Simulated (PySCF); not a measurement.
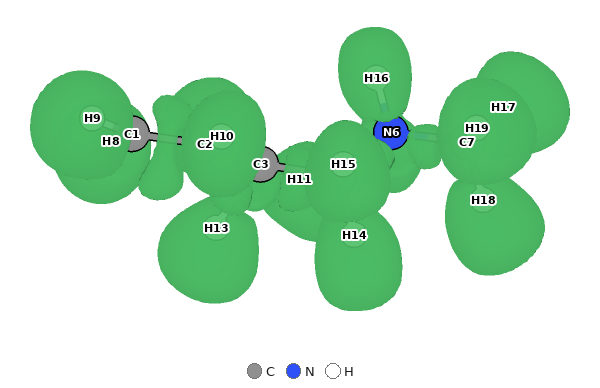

Figure. C6H12N (SMILES C=C[C](C)CNC) (doublet). Isosurface of the electron localisation function at 0.75 (green), seen from one side. Only the valence region is drawn (cores and ρ < 0.01 e/Å³ removed).

Geometry: GFN2-xTB.

Level of theory: UKS B3LYP, pcH-1 on C H N, non-relativistic, mean-field spin-orbit, GIAO in PySCF 2.14.0, density-fitted response routines.

The calculation's input:

```
{"job": {"kind": "epr", "basis": "pcH-1"}, "charge": 0, "multiplicity": 2}
C     -2.906257     0.746401    -1.111148
C     -1.558466     0.919746    -0.964580
C     -0.728367     0.202714    -0.116039
C     -1.223469    -0.901945     0.754313
C      0.727688     0.523736    -0.018884
N      1.537043    -0.673553    -0.218852
C      2.957033    -0.410249    -0.142631
H     -3.449647     0.005652    -0.553912
H     -3.471125     1.354190    -1.793970
H     -1.090172     1.695405    -1.560713
H     -0.380309    -1.458336     1.154070
H     -1.869119    -1.580872     0.198747
H     -1.807870    -0.502942     1.586804
H      0.956393     0.884441     0.994619
H      0.990661     1.330780    -0.725711
H      1.309707    -1.079178    -1.122865
H      3.499377    -1.337077    -0.321591
H      3.192435    -0.057626     0.862392
H      3.304660     0.347961    -0.862019
```

Run with:

```sh
OMP_NUM_THREADS=1 python probes_run.py task.json out
```

Question: Describe the localisation domains.

Answer: The ELF exceeds this value in four regions between bonded C–C atoms (shared pairs), eleven regions around hydrogen nuclei and one joined region spread over several atoms (H, N), in which their bonds and any lone pairs are merged. Profiles from the grid: C–C (1.37 Å): the ELF peaks at about 0.95 between the atoms (a covalent bond). C–N (1.45 Å): the ELF peaks at about 0.90 between the atoms; localised, covalent bonding.
